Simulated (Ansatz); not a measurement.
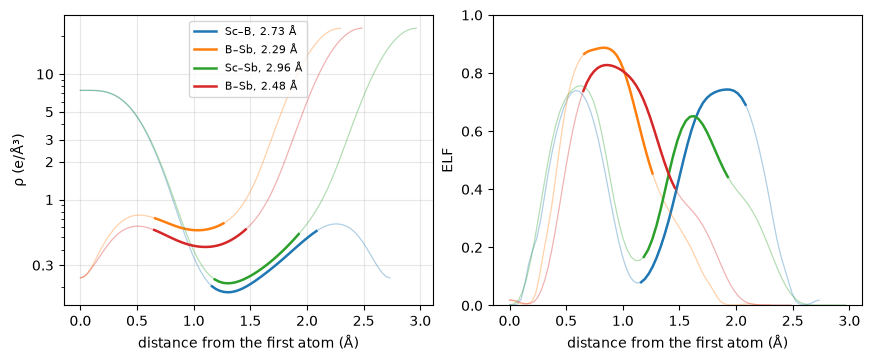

Sc2BSb3. Valence electron density and ELF along straight lines between neighbouring atoms. Thin, pale parts lie inside the atomic spheres.

Space group P3m1; a generated structure, not necessarily the stable one; changed on purpose from its base cell (volume × 1.10, shape and atoms relaxed); computed pressure about −5 GPa in this cell.

Level of theory: Ansatz, DFT PBE, scalar-relativistic, plane waves, PAW.

The density is the valence pseudo-density of a PAW calculation; it isn't the true density close to the nuclei.

**Compare the contacts.**

Sc–B (2.73 Å): ρ at the midpoint is about 0.19 e/Å³; the ELF peaks at about 0.75 in the valence shell of B, 0.8 Å from its nucleus, and is about 0.25 at the midpoint.
B–Sb (2.29 Å): ρ at the midpoint is about 0.59 e/Å³; the ELF peaks at about 0.90 in the valence shell of B, 0.8 Å from its nucleus, and is about 0.60 at the midpoint.
Sc–Sb (2.96 Å): ρ is about 0.24 e/Å³ halfway, with its minimum of 0.22 e/Å³ about 1.3 Å from Sc; the ELF peaks at about 0.65 in the valence shell of Sb, 1.3 Å from its nucleus, and is about 0.55 at the midpoint.
B–Sb (2.48 Å): the density is about 0.44 e/Å³ at the midpoint; the ELF peaks at about 0.85 in the valence shell of B, 0.9 Å from its nucleus, and is about 0.65 at the midpoint.
